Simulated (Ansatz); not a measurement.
**One shape, several levels: [CF3]+ (SMILES F[C+](F)F)**

Aim: a comparison of 6 runs (SVWN5/STO-3G, UPBE0/STO-3G, RPA@PBE/STO-3G, BCCD(T)/STO-3G, CCSDT(Q)/STO-3G, CCSDT/STO-3G) of [CF3]+. 

Program for the calculation: Ansatz 0.2.0.

5 further runs of the same task are left out: 5 that didn't finish.

## 1. Starting point

The species is [CF3]+ (4 atoms), meant as a singlet with charge +1. SMILES: `F[C+](F)F`. The F3–C2 distance was set to 1.845 Å, away from the relaxed value.

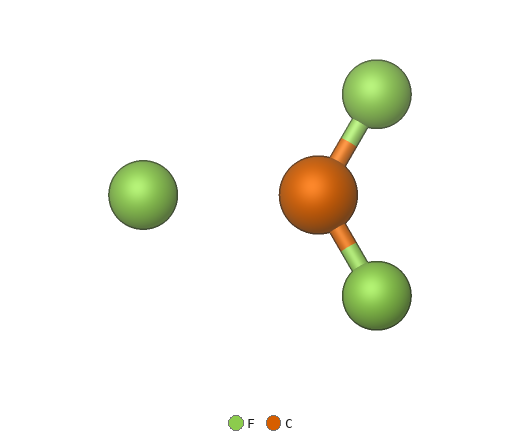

The structure, seen from a chosen angle (fluorine green, carbon orange).

## 2. The energy at SVWN5/STO-3G (run 1)

molecule.yaml reads:

```yaml
crystal:
  periodic: [false, false, false]
  atoms:
    - {symbol: F, position_ang: [1.003353, 0.372105, 1.225102]}
    - {symbol: C, position_ang: [0.304753, 0.486705, 0.219702]}
    - {symbol: F, position_ang: [-0.609500, -0.973400, -0.439400]}
    - {symbol: F, position_ang: [0.215753, 1.574705, -0.346298]}
basis:
  gaussian:
    orbitals: STO-3G
accuracy: high
hamiltonian:
  xc: {name: SVWN5}
total_charge: 1
```

Launch:

```
$ ansatz run molecule.yaml --threads 1 --pin off --max-ram 2610MiB --events-out events.jsonl --progress --plain --runs-dir runs
```

What it wrote:

```text
Warning: RAYON_NUM_THREADS=1 ignored (pool sized by the plan → 1); use --threads N
Functional definition: SVWN5
  name "SVWN5"
  exchange = slater_x
  correlation = vwn5_c
360 factors; integrals over basis functions are off by at most 4.0e-8 eV
mean field evaluation 1: about -8978.9023 eV, gradient 3.3e1 eV
mean field evaluation 2: about -8729.1692 eV, gradient 2.1e2 eV
mean field evaluation 4: about -8982.3828 eV, gradient 2.1e1 eV
mean field evaluation 8: about -8983.5298 eV, gradient 1.2e0 eV
mean field evaluation 16: about -8983.4582 eV, gradient 9.9e-5 eV
mean field -8983.45821346 eV, -330.1360001379 hartree, gradient 9.1e-8 eV, S^2 0.000000; 0 other end points of the search recorded, 0 dependent functions left out
reference -8983.45821425 eV, -330.1360001668 hartree; 16, 16 occupied and 4, 4 virtual orbitals, 360 factors
Total energy: -8983.45821425 eV, -330.1360001668 hartree
```

Run time: 0.56 s. Hardware: 1 thread of Arm Neoverse V2, shared host; peak memory 0.088 GiB.

## 3. A single-point energy at UPBE0/STO-3G (run 2)

run.yaml reads:

```yaml
crystal:
  periodic: [false, false, false]
  atoms:
    - {symbol: F, position_ang: [1.003353, 0.372105, 1.225102]}
    - {symbol: C, position_ang: [0.304753, 0.486705, 0.219702]}
    - {symbol: F, position_ang: [-0.609500, -0.973400, -0.439400]}
    - {symbol: F, position_ang: [0.215753, 1.574705, -0.346298]}
basis:
  gaussian: {orbitals: STO-3G}
magnetization: {spin_polarized: true, initial_magnetization: 0}
accuracy: high
hamiltonian: {xc: {name: PBE0}}
total_charge: 1
```

Launch:

```
$ ansatz run run.yaml --threads 1 --pin off --max-ram 2610MiB --events-out events.jsonl --progress --plain --runs-dir runs
```

What it wrote:

```text
Warning: RAYON_NUM_THREADS=1 ignored (pool sized by the plan → 1); use --threads N
Functional definition: PBE0
  name "PBE0"
  parameter a = 0.25
  parameter kappa = 0.804
  parameter beta = 0.06672455060314922
  exchange = (1 - a)*pbe_x(kappa = kappa, mu = beta*pi^2/3) + a*exact_x
  correlation = pbe_c(beta = beta)
360 factors; integrals over basis functions are off by at most 4.0e-8 eV
mean field evaluation 1: about -9030.2061 eV, gradient 2.9e1 eV
mean field evaluation 2: about -8933.3772 eV, gradient 9.3e1 eV
mean field evaluation 4: about -9037.5237 eV, gradient 1.9e0 eV
mean field evaluation 8: about -9037.5395 eV, gradient 6.7e-2 eV
mean field evaluation 16: about -9037.5395 eV, gradient 3.6e-6 eV
mean field -9037.53949059 eV, -332.1234504148 hartree, gradient 5.5e-8 eV, S^2 0.000000; 3 other end points of the search recorded, 0 dependent functions left out
reference -9037.53949120 eV, -332.1234504373 hartree; 16, 16 occupied and 4, 4 virtual orbitals, 360 factors
Total energy: -9037.53949120 eV, -332.1234504373 hartree
```

Wall time 1.8 s (1 thread of Arm Neoverse V2, shared host); peak memory 0.12 GiB.

## 4. The energy at RPA@PBE/STO-3G (run 3)

run.yaml: that of step 3 with these lines changed.

```diff
@@ -8,6 +8,10 @@
 basis:
-  gaussian: {orbitals: STO-3G}
-magnetization: {spin_polarized: true, initial_magnetization: 0}
+  gaussian:
+    orbitals: STO-3G
+total_charge: 1
 accuracy: high
-hamiltonian: {xc: {name: PBE0}}
-total_charge: 1
+hamiltonian:
+  xc: {name: PBE}
+correlation:
+  method: rpa
+  frozen_orbitals: {C: 1, F: 1}
```

Launch:

```
$ ansatz run run.yaml --threads 1 --pin off --max-ram 2610MiB --events-out events.jsonl --progress --plain --runs-dir runs
```

What it wrote, cut to the lines that bear on the results:

```text
Warning: RAYON_NUM_THREADS=1 ignored (pool sized by the plan → 1); use --threads N
Functional definition: PBE
  name "PBE"
[...]
360 factors; integrals over basis functions are off by at most 4.0e-8 eV
[...]
mean field -9036.96991678 eV, -332.1025189636 hartree, gradient 2.9e-8 eV, S^2 0.000000; 2 other end points of the search recorded, 0 dependent functions left out
4 core orbitals not correlated: weight in the atoms' cores, before any rotation towards them, 1.000 or more for the frozen orbitals, at most 0.000 for the correlated occupied ones
reference -9007.05516646 eV, -331.0031721662 hartree; 12, 12 occupied and 4, 4 virtual orbitals, 360 factors
Total energy: -9017.56580810 eV, -331.3894311222 hartree
```

Run time: 1.5 s. Hardware: 1 thread of Arm Neoverse V2, shared host; peak memory 0.095 GiB.

Runs 4 to 5 aren't shown in full; the table further down has their settings and results.

## 5. The energy at CCSDT/STO-3G (run 6)

molecule.yaml: that of step 2 with these lines changed.

```diff
@@ -10,5 +10,11 @@
     orbitals: STO-3G
+total_charge: 1
+magnetization:
+  spin_polarized: false
+  initial_magnetization: 0
+correlation:
+  method: ccsdt
+  frozen_orbitals: {C: 1, F: 1}
 accuracy: high
-hamiltonian:
-  xc: {name: SVWN5}
-total_charge: 1
+scf:
+  omitted_lower_state_checks: [cluster_reference, increment]
```

Launch:

```
$ ansatz run molecule.yaml --threads 1 --pin off --max-ram 2610MiB --events-out events.jsonl --progress --plain --runs-dir runs
```

What it wrote, cut to the lines that bear on the results:

```text
Warning: RAYON_NUM_THREADS=1 ignored (pool sized by the plan → 1); use --threads N
Functional definition: HF
  name "HF"
[...]
360 factors; integrals over basis functions are off by at most 4.0e-8 eV
[...]
mean field -9009.21310464 eV, -331.0824749317 hartree, gradient 2.8e-8 eV, S^2 0.000000; 0 other end points of the search recorded, 0 dependent functions left out; unrestricted orbitals would lower it
4 core orbitals not correlated: weight in the atoms' cores, before any rotation towards them, 1.000 or more for the frozen orbitals, at most 0.000 for the correlated occupied ones
reference -9009.21310464 eV, -331.0824749317 hartree; 12, 12 occupied and 4, 4 virtual orbitals, 360 factors
second order -4.39335927 eV of doubles, -0.00000000 eV of singles
cycle   1  -4.81686755 eV  change   -4.2e-1 eV  update   1.5e-1
[...]
cycle  33  -5.96595329 eV  change   7.0e-10 eV  update   2.7e-9
Total energy: -9015.17905794 eV, -331.3017196714 hartree
Checks for a lower state left out: cluster_reference, increment
```

Wall time 0.52 s (1 thread of Arm Neoverse V2, shared host).

## 6. The series

```
run            level  frozen core orbitals  energy (Eh)  wall time
  1     SVWN5/STO-3G                     –  -330.136000     0.56 s
  2     UPBE0/STO-3G                     –  -332.123450      1.8 s
  3   RPA@PBE/STO-3G                     4  -331.389431      1.5 s
  4   BCCD(T)/STO-3G                     4  -331.299922     0.22 s
  5  CCSDT(Q)/STO-3G                     4  -331.302812     0.54 s
  6     CCSDT/STO-3G                     4  -331.301720     0.52 s
```

## 7. What came out

| quantity | value |
| --- | --- |
| run 6: total energy | -331.30172 Eh |
| run 6: correlation energy (4 core orbitals frozen) | -219.2 mEh |
| run 6: T1 diagnostic | 0.026 |

**Reading.** Totals of different functionals can't be ranked against each other. In runs 4, 5, 6 the log says that unrestricted orbitals would lower the reference, so the values rest on an unstable closed-shell determinant (other closed-shell runs at this shape may share the fault). In runs 1, 2, 3, 4, 5, 6 the basis is minimal, so the values are rough. All runs together took 5.1 s, the longest 1.8 s.
